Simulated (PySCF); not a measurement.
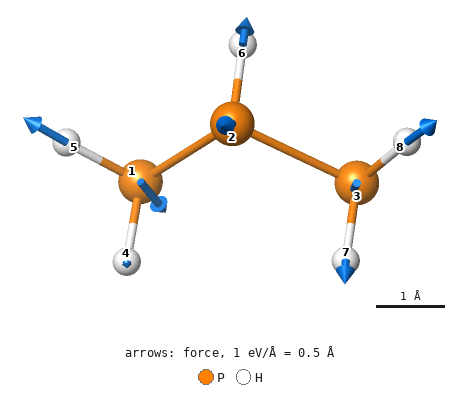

Starting geometry of P3H5 with the computed forces as blue arrows. Style: ball-and-stick. Shown at a tilt.

The start comes from GFN2-xTB. Its atoms were then displaced at random by about 0.01 Å.

All numbers below come from PySCF 2.14.0, density-fitted response routines, PBE0-D3(BJ)/def2-SVP geometry optimisation, gas phase. 

> What follows when this structure is relaxed?

It isn't relaxed: the largest force vector, on P3, is 1.76 eV/Å. The final displacements follow the starting forces only in part (cosine between the two patterns 0.60). After 4 geometry steps the energy has fallen by 0.189 eV. The largest move after the best rigid fit is that of H8, 0.094 Å. By element the largest moves are H 0.094 Å, P 0.065 Å. Near-neighbour distances that change, for instance: P1–H5 1.365 → 1.431 Å, P1–P2 2.182 → 2.247 Å, P3–H8 1.368 → 1.431 Å, P2–H6 1.390 → 1.432 Å. Among the angles between lasting bonds that change: P1–P2–P3 97.8° → 95.0°.
